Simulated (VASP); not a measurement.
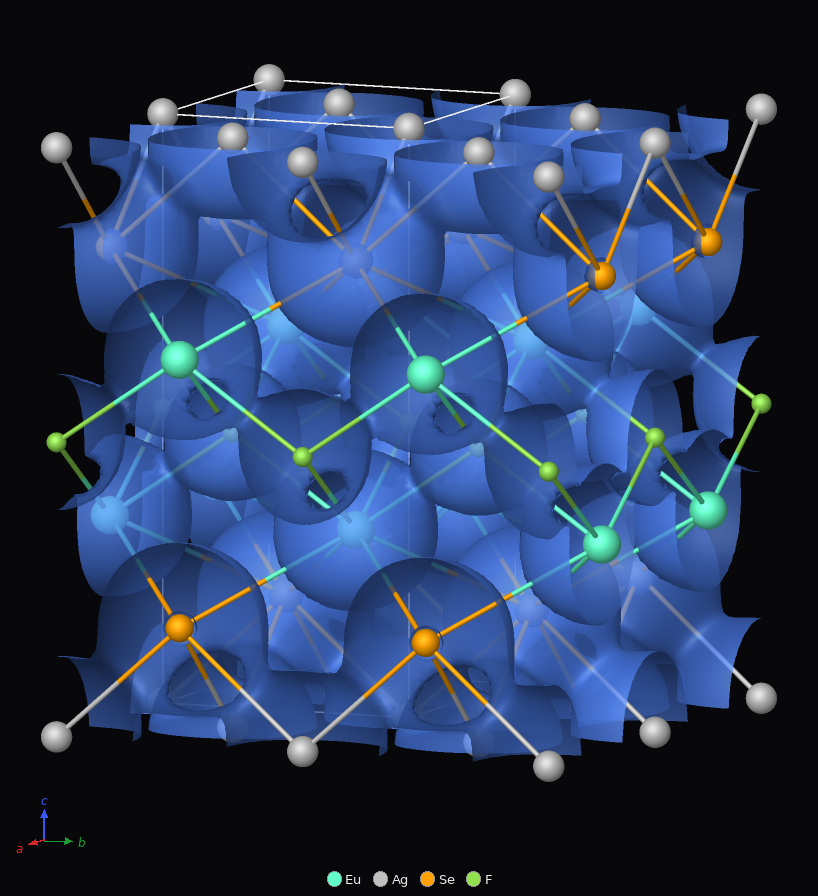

Figure. EuAgSeF. Isosurface of the valence charge density (pseudo) at 0.2 e/Å³ (blue), seen slightly off an axis. Sticks mark near contacts.

Space group P4/nmm; not relaxed (largest force 0.5 eV/Å); spin-polarised.

These are results of VASP, Kohn-Sham DFT of a periodic cell, PBE, VASP PAW PBE potentials, recommended, not measurements.

In a PAW calculation such maps are meaningful between the atoms, not at the nuclei.

What does this surface tell about the bonding?

At this value the density is joined into sheets; it holds about 90 % of the electrons treated as valence. It bridges the shortest Eu–F (2.51 Å) and Ag–Se (2.76 Å) contacts, where the density stays above the isovalue. It is pinched off along the shortest Eu–Se (3.25 Å) contacts. On the grid the lowest density along these lines, outside the cores, is 0.24 e/Å³ (Eu–F, 2.51 Å), 0.29 e/Å³ (Ag–Se, 2.76 Å) and 0.13 e/Å³ (Eu–Se, 3.25 Å).

Which magnetic arrangement did the calculation end in?

Parallel moments (a ferromagnetic arrangement) in this solution; site moments Eu: +6.6 μB (×2) in one cell of 8 atoms.
